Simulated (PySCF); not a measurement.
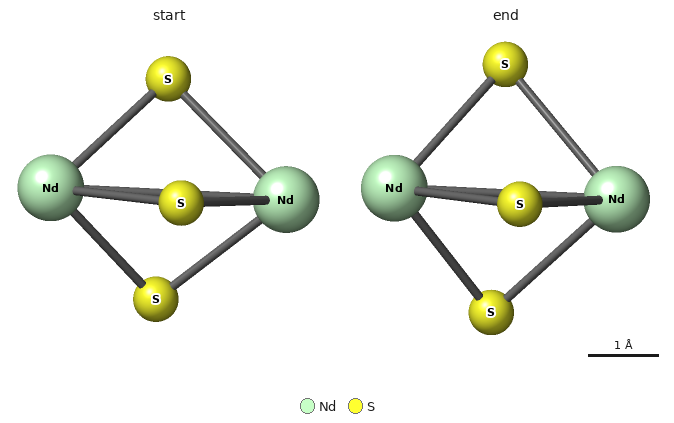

The structure of Nd2S3 before (left) and after (right) a relaxation, at one scale.

Style: ball-and-stick. Shown at a tilt.

Method: PySCF 2.14.0, RKS B3LYP, Nd lcecp-1-SVP with ECP49, S def2-SVP; non-relativistic Hamiltonian with scalar-relativistic core potentials; density fitting.

Input file:
```
mol = gto.M(atom='''
Nd     0.00000    -0.00000     1.70910
Nd    -0.00000     0.00000    -1.70910
S      1.84279     0.00001    -0.00000
S     -0.92140     1.59590     0.00000
S     -0.92139    -1.59591    -0.00000''',
    basis={'Nd': 'lcecp-1-SVP', 'S': 'def2-SVP'},
    ecp={'Nd': 'lcecp-1-SVP'},
    charge=0, spin=0)
mf = dft.RKS(mol, xc='B3LYP')
mf.grids.atom_grid = (50, 194)  # f atoms: at least (60, 302), unpruned
mf = mf.density_fit()  # Nd AutoAux, S def2-universal-JKFIT
mf.conv_tol = 1e-08; mf.max_cycle = 55
mf.kernel(dm0)
# quasi-Newton relaxation in Cartesian coordinates to a largest gradient under 0.00045 Eh/bohr, steps kept in the point group
```

Run as
```bash
OMP_NUM_THREADS=2 python run.py
```

**Describe what moved and what it gained.**

The largest moves after the best rigid fit, 0.23 Å, are those of S3, S4 and S5. Largest moves by element: S 0.23 Å, Nd 0.09 Å. Among the contacts that change: Nd1–Nd2 3.418 → 3.229 Å, Nd1–S3 2.513 → 2.629 Å. Bond angles that change, for instance: Nd1–S3–Nd2 85.7° → 75.8°, S3–Nd1–S4 78.8° → 86.2°, Nd2–Nd1–S3 47.2° → 52.1°. After 7 geometry steps the energy has fallen by 0.868 eV. Largest force component: 2.8 eV/Å at the start, 0.0011 eV/Å at the end. Cost: 59 s on 2 threads of Arm Neoverse V2 (shared host), peak memory 0.92 GiB.
